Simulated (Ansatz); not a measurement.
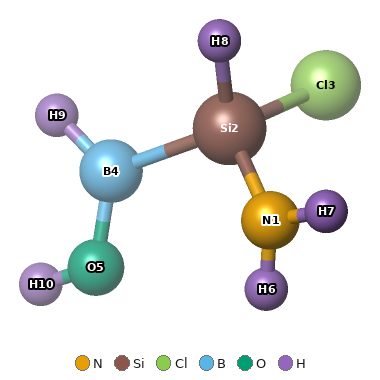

The system is BClH5NOSi, SMILES N[SiH](Cl)BO; the picture shows the reference structure. Coordinates scanned: (1) bond length O5–H10; (2) angle H10–O5–B4. Nothing is relaxed (all other coordinates rigid). The grid has 11 × 11 points. Points are written as (first, second). Energies: kcal/mol, counted from the relaxed molecule at the same level. Method: Ansatz, RKS PBE0-D4/def2-TZVP.

Its coordinates:

```csv
atom,x (Å),y (Å),z (Å)
N,-1.2191,-0.5253,-1.1070
Si,-0.4111,-0.7352,0.3784
Cl,0.9045,-2.3653,0.4374
B,0.7901,0.8467,0.7490
O,1.1184,1.6276,-0.3043
H,-0.7390,-0.0810,-1.8735
H,-1.9123,-1.1794,-1.4324
H,-1.4276,-1.0619,1.4078
H,1.2488,1.0848,1.8359
H,1.7303,2.3377,-0.0886
```

Range: bond length O5–H10 from 0.846 to 1.202 Å; angle H10–O5–B4 from 69 to 159°.

Question: What landscape does the calculation give?

Answer: The lowest grid point is at (0.953 Å, 114°), 0.048 kcal/mol from the relaxed molecule at the same level. It is the only kind of minimum in the scanned range. The highest grid point, (0.846 Å, 69°), lies 44.7 kcal/mol above the lowest. Round the minimum the two coordinates are weakly coupled (coupling 0.06 in units of the two stiffnesses).

```tsv
angle H10–O5–B4 ↓, bond length O5–H10 →	0.846	0.882	0.918	0.953	0.989	1.024	1.060	1.096	1.131	1.167	1.202
159	22.4	17.1	14.4	13.8	14.9	17.1	20.4	24.5	28.9	33.9	39.0
150	19.3	13.8	11.0	10.3	11.2	13.3	16.4	20.3	24.6	29.4	34.3
141	16.0	10.4	7.5	6.6	7.4	9.3	12.3	16.0	20.1	24.7	29.5
132	13.1	7.4	4.3	3.3	3.9	5.7	8.5	12.1	16.1	20.6	25.2
123	11.1	5.2	2.0	0.9	1.4	3.1	5.8	9.3	13.2	17.6	22.1
114	10.6	4.6	1.3	0.0	0.4	2.0	4.6	8.0	11.8	16.1	20.6
105	12.0	5.9	2.4	1.1	1.4	2.9	5.4	8.7	12.4	16.7	21.1
96	15.7	9.5	5.9	4.4	4.6	6.0	8.4	11.6	15.3	19.5	23.9
87	22.1	15.7	11.9	10.3	10.3	11.5	13.8	16.8	20.4	24.5	28.8
78	31.5	24.9	20.8	18.9	18.5	19.5	21.4	24.2	27.5	31.3	35.3
69	44.7	37.7	33.2	30.8	29.9	30.2	31.6	33.7	36.3	39.4	42.8
```

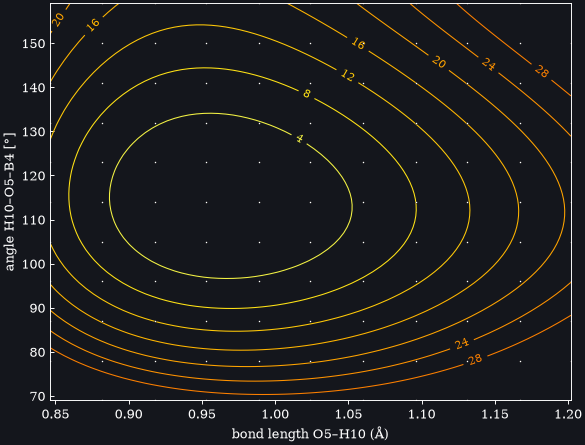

Drawn: contour lines labelled in kcal/mol (none above 28), dots at the grid points. Between grid points the surface is interpolated.

Each point was launched as `ansatz run input.yaml --threads 1 --pin off --max-ram 2560MiB --backend cpu --events-out ev --progress --plain --runs-dir out`. The whole map (121 points run) took 27 min on 1 thread of Arm Neoverse V2, with other jobs on the host.
